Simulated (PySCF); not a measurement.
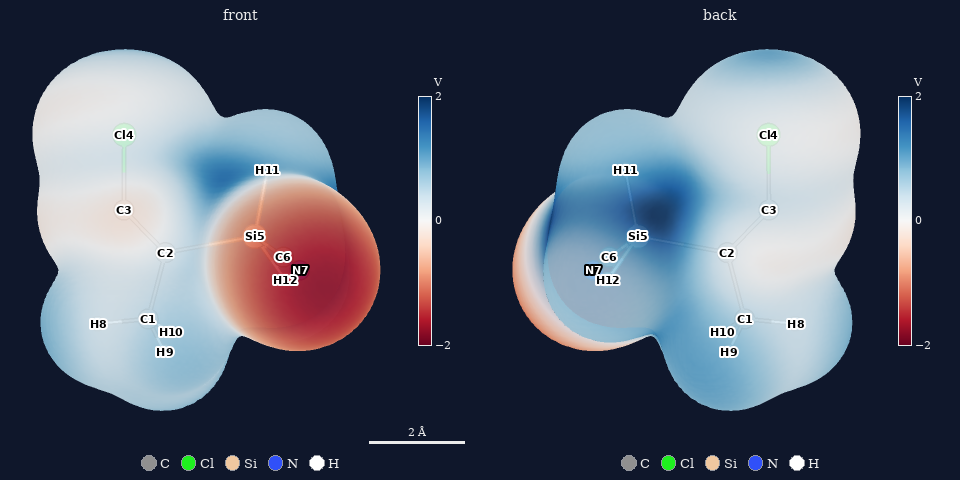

*C$_{4}$H$_{5}$ClNSi (SMILES C/C(=[C]/Cl)[SiH2]C#N) (doublet). The electrostatic potential painted on the density surface at 0.002 e/bohr³, seen from the front and from behind; the colour scale runs from red (negative) to blue (positive).*

Geometry: GFN2-xTB.

All numbers below come from PySCF 2.14.0, density-fitted response routines, UKS B3LYP, pcH-1 on C Cl H N Si, non-relativistic, mean-field spin-orbit, GIAO.

```csv
atom,x (Å),y (Å),z (Å)
C,0.9688,0.4734,-1.2206
C,0.7685,0.0372,0.2047
C,1.6642,0.2053,1.1276
Cl,1.8118,-0.1262,2.7466
Si,-0.9218,-0.8321,0.5422
C,-2.2051,0.4116,0.0101
N,-2.9725,1.1913,-0.3325
H,1.8910,1.0389,-1.3232
H,1.0175,-0.3963,-1.8749
H,0.1348,1.0940,-1.5447
H,-1.0934,-1.0972,1.9666
H,-1.0624,-2.0007,-0.3279
```

**Where is the surface potential most negative and most positive?**

The most negative region (about −1.7 V) lies over N7, the most positive (about +1.9 V) over Si5. Cl4 shows a σ-hole: about +1.0 V at the tip opposite its bond, against about +0.2 V on its flanks. N7 is the likeliest acceptor of a hydrogen bond.
